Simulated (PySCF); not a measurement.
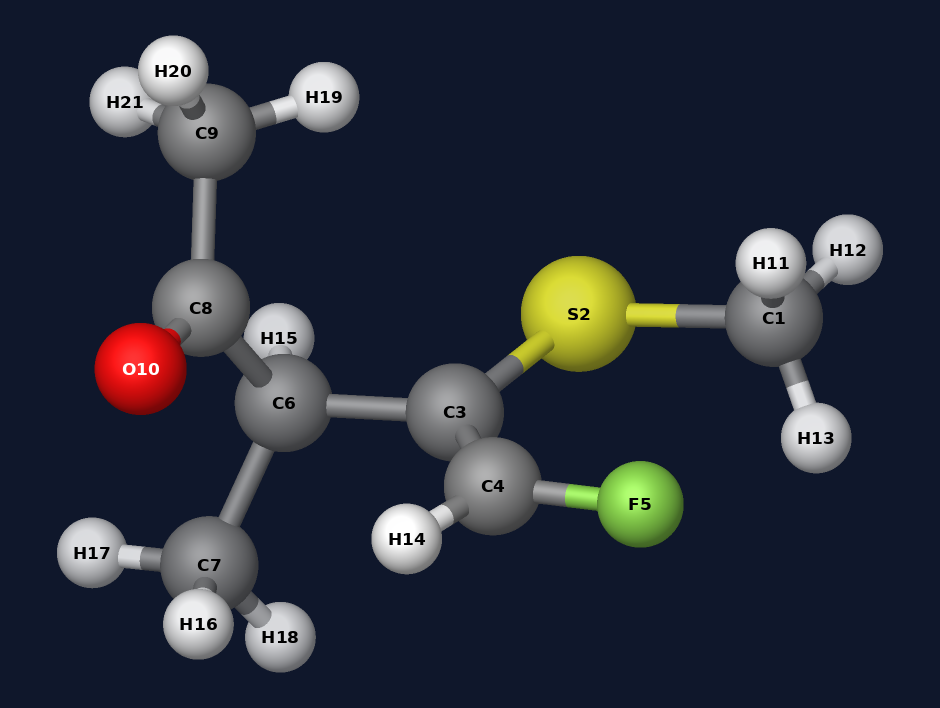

The computed structure is the end point of a GFN2-xTB optimisation. No frequency run is at hand to confirm it as a minimum. Electric field gradients from the ground-state density, PBE0/pcSseg-1 (PySCF 2.14.0), non-relativistic apart from any core potentials.

Give the largest field-gradient component, the quadrupole coupling constant and the asymmetry for 33S at S2 (Q = −67.81 mb), 17O at O10 (Q = −25.6 mb), 2H at H11 (Q = 2.86 mb), 2H at H12 (Q = 2.86 mb).

```csv
atom,V_zz (a.u.),e²qQ/h (MHz),η
S2,−2.752,43.9,0.75
O10,−1.918,11.54,0.47
H11,0.315,0.211,0.04
H12,0.315,0.212,0.05
```
